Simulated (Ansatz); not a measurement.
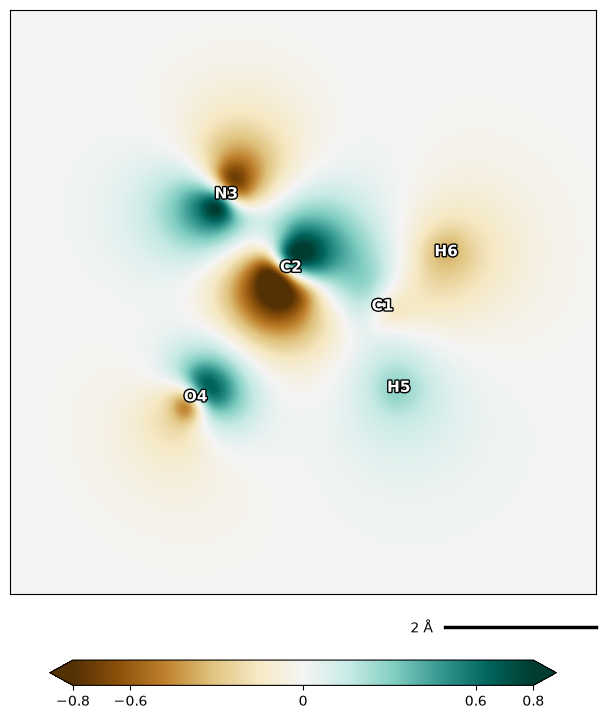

The picture shows: C2H6NO (charge +1). The LUMO on the plane of atoms C1, C2 and N3 (values in Å⁻³ᐟ²; the overall sign is arbitrary).

At this geometry the atoms fall into two loosely joined parts.

These are results of RKS PBE/def2-SVP in Ansatz 0.2.0, not measurements.

```xyz
10

C    -1.2680    0.6373    0.2318
C    -0.4010   -0.3249    0.0194
N    -0.0498   -1.5504   -0.1589
O     1.4512    0.7027   -0.1017
H    -1.0076    1.7011    0.3017
H    -2.3266    0.3365    0.3437
H     0.0702   -1.9410   -1.1056
H     0.3172   -2.1213    0.6174
H     1.5239    1.3397   -0.8432
H     1.6905    1.2203    0.6954
```

**What is the character of this orbital?**

It lies mainly on C2 (about 45 %), N3 (about 20 %), O4 (about 10 %) and C1 (about 10 %). Its energy is −7.35 eV.
